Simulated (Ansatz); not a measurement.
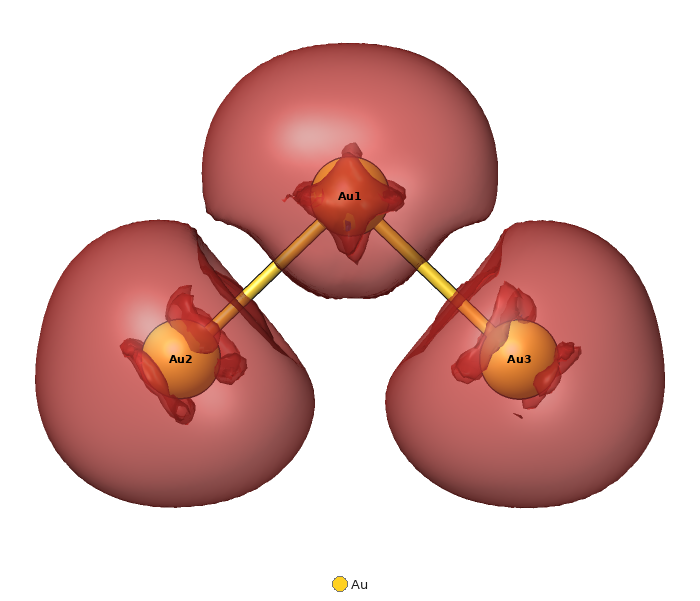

Figure. Au3 (charge +1, quintet). Isosurfaces of the spin density (α minus β) at +0.02 (red) and −0.02 e/Å³ (blue), seen across its widest extent.

Geometry: PBE0-D4/def2-TZVP; core potentials replace the inner electrons of Au.

Computed with UKS PBE0-D4/def2-TZVP in Ansatz 0.2.0.

Question: Where is the unpaired spin?

Answer: The unpaired spin (4 electrons) lies mostly on Au2 (about 1.4), Au3 (about 1.4) and Au1 (about 1.2), in electrons by Hirshfeld's partition.
